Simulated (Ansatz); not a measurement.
# H₄MoN₂S₂: small, medium and large basis sets

How large a basis does H₄MoN₂S₂ need? Two functionals are run in growing sets.

The runs use Ansatz 0.2.0, Gaussian basis; one geometry, several basis sets.

Levels to be run: PBE0-D4/def2-SVP; ωB97M-V/def2-SVP; PBE0-D4/def2-QZVPP; ωB97M-V/def2-QZVPP; the functionals' def2-TZVPP values are taken from earlier runs.

**1. The geometry**

All runs share one geometry, relaxed beforehand with PBE0-D4 in a triple-zeta def2 set. Mo takes the def2 core potential; no spin-orbit term is included.

SMILES `[NH2][Mo]([NH2])(=[S])=[S]`, 9 atoms, charge 0, spin multiplicity 1.

Atoms are counted from 1 here; the program's logs count them from 0.

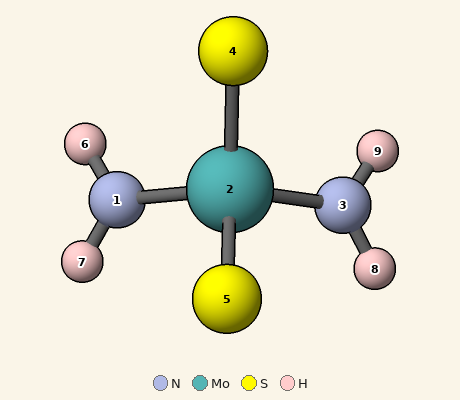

The structure; nitrogen light blue, molybdenum teal, sulfur yellow, hydrogen pink; atoms are numbered from 1 in the order of the file.

**2. PBE0-D4 in def2-SVP**

Input file in.yaml:

```yaml
crystal:
  periodic: [false, false, false]
  atoms:
    - {symbol: N, position_ang: [-1.187757, 1.022121, -0.495812]}
    - {symbol: Mo, position_ang: [0.372994, -0.091738, -0.476861]}
    - {symbol: N, position_ang: [0.631745, -0.895154, 1.244929]}
    - {symbol: S, position_ang: [0.084624, -1.636633, -1.876660]}
    - {symbol: S, position_ang: [2.042255, 1.123957, -0.883026]}
    - {symbol: H, position_ang: [-2.108092, 0.694727, -0.745979]}
    - {symbol: H, position_ang: [-1.177909, 2.006022, -0.275312]}
    - {symbol: H, position_ang: [1.179909, -0.479038, 1.981915]}
    - {symbol: H, position_ang: [0.250931, -1.790563, 1.509509]}
basis:
  gaussian: {orbitals: def2-SVP}
hamiltonian: {xc: pbe0, dispersion: d4}
output: {orbitals: {seedname: orbitals}}
```

After this run come: ωB97M-V in def2-SVP; PBE0-D4 in def2-QZVPP; ωB97M-V in def2-QZVPP.

Q: Predict the results of all the runs planned. Wanted: PBE0-D4: double and triple zeta above quadruple; ωB97M-V: double and triple zeta above quadruple.

**Answer**, as computed:

```
                                       quantity           value
PBE0-D4: double and triple zeta above quadruple  12.71, 0.94 eV
ωB97M-V: double and triple zeta above quadruple  12.73, 0.90 eV
```

In words: For PBE0-D4 the step from double to triple zeta gains 11.77 eV and the next only 0.94 eV. These are total energies; as a rule much of such shifts cancels in differences, which this series doesn't test.
